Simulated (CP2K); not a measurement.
Consider boron trichloride at its PBE geometry (Å).

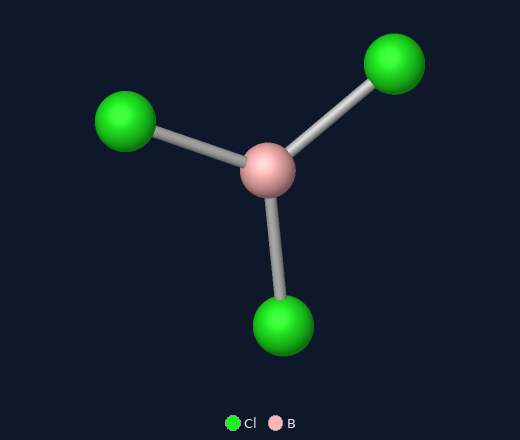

The molecule (chlorine green, boron pink).

```xyz
4

Cl   -0.8775   -1.5110   -0.0010
B     0.0001    0.0000    0.0000
Cl   -0.8698    1.5154   -0.0005
Cl    1.7473   -0.0045    0.0016
```

Method: CP2K XAS_TDP, all-electron GAPW, PBEh(45%), aug-pc-2, TDA, ZORA, spin–orbit coupling.

Where do the Cl L₂,₃-edge lines lie, and how strong are they?

Leading lines: Cl1 200.91 eV. The leading line of an atom is its first one with 35 % of the strongest within 2.5 eV of its lowest line over the strength cut. 

The first six lines of each atom with a strength over 0.0003:

```
                      atom  energy (eV)  states  strength, one atom
Cl1 (bonded to B), 3 alike       199.31       1              0.0015
                                 199.37       1              0.0012
                                 200.84       2              0.0004
                                 200.89       1              0.0005
                                 200.91       1              0.0079
                                 200.93       1              0.0067
```

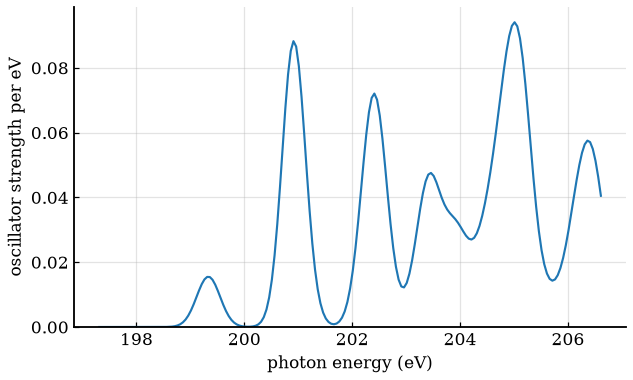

All atoms added, broadened by 0.5 eV.

Lines are vertical, at one geometry, with no vibrational structure. Without a correction of the core level, line positions, and the gaps between valence and Rydberg lines, follow the share of exact exchange. Rydberg lines, and the discretised continuum above threshold, depend on the basis and the box.

[Banner, clock and machine lines of the logs are left out without a mark of their own.]

[Logs are printed without paths, hosts, clocks, repeated set-up lines and the standing remarks that a program may print on its own settings, such as how far it seeks lower states.]

[Hosts, paths, dates, database ids (printed as entryN), source tags and the programs' standing remarks are cut or masked in the printed files.]
